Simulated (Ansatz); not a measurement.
# CHAlN (SMILES [C-]#[N+][AlH+]) (charge +1): what the fields show

```yaml
atoms:
  - { symbol: C, position_ang: [0.0000, 0.0000, -2.1421] }
  - { symbol: Al, position_ang: [0.0000, 0.0000, 0.7733] }
  - { symbol: N, position_ang: [0.0000, 0.0000, -0.9489] }
  - { symbol: H, position_ang: [0.0000, 0.0000, 2.3177] }
```

Geometry: r2SCAN-D4/def2-TZVP.

Level of theory: isolated molecule in a Gaussian basis; Kohn-Sham density functional theory, functional PBE0 in Ansatz.

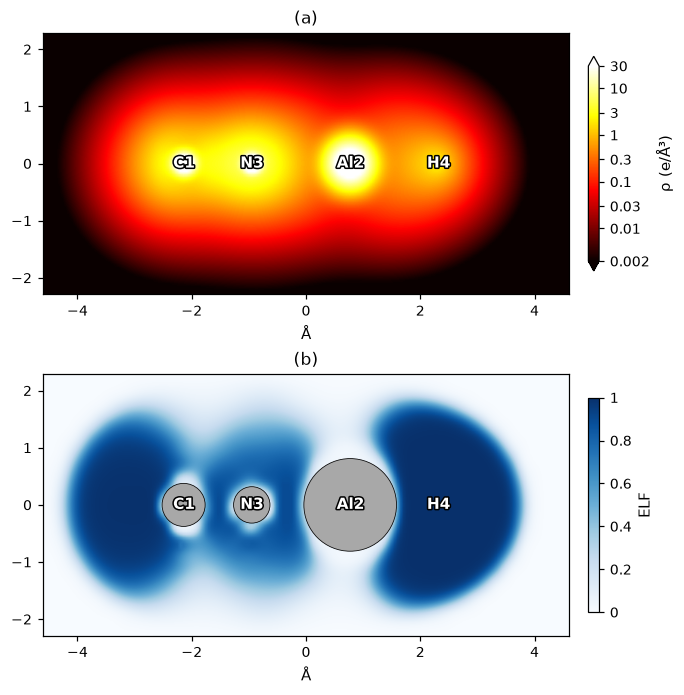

Figure 1. (a) electron density; (b) electron localisation function on a plane that holds the molecular axis. Grey discs cover the atomic cores in the ELF map.

**What do the fields say about this system?**

The plane passes through C, Al, N and H nuclei.
C–N (1.19 Å): ρ at the midpoint is about 3.4 e/Å³; the ELF peaks at about 0.90 between the atoms; a multiple bond.
Al–N (1.72 Å): ρ at the midpoint is about 0.93 e/Å³; the ELF peaks at about 0.90 in the valence shell of N, 0.7 Å from its nucleus, and is about 0.45 at the midpoint.
Al–H (1.54 Å): ρ at the midpoint is about 0.63 e/Å³; the ELF climbs to about 1 towards the hydrogen.
The ELF also peaks beside N3 and C1, away from the bonds: lone-pair regions.

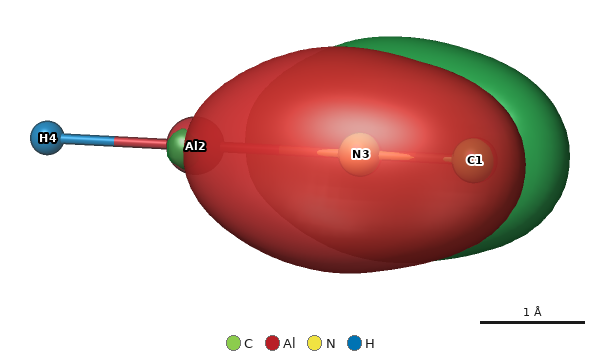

Figure 2. The HOMO−1 at ±0.1 Å⁻³ᐟ² (green and red are the two phases), seen from one side.

**Describe this orbital and give its energy.**

Its weight (Hirshfeld) is mainly on N3 (about 60 %) and C1 (about 30 %); π-bonding across N3–C1. It is one of a degenerate set, so its orientation is arbitrary. Its energy is −16.58 eV.

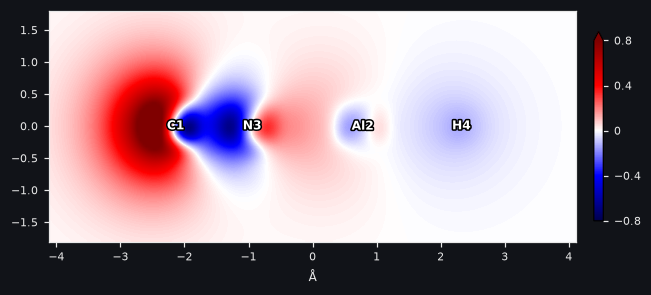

Figure 3. One frontier orbital on a plane that holds the molecular axis (values in Å⁻³ᐟ²; the overall sign is arbitrary).

**Which orbital is it: HOMO or LUMO?**

The HOMO, at −14.34 eV. Its weight (Hirshfeld) is mainly on C1 (about 85 %) and N3 (about 10 %); it is of σ type.
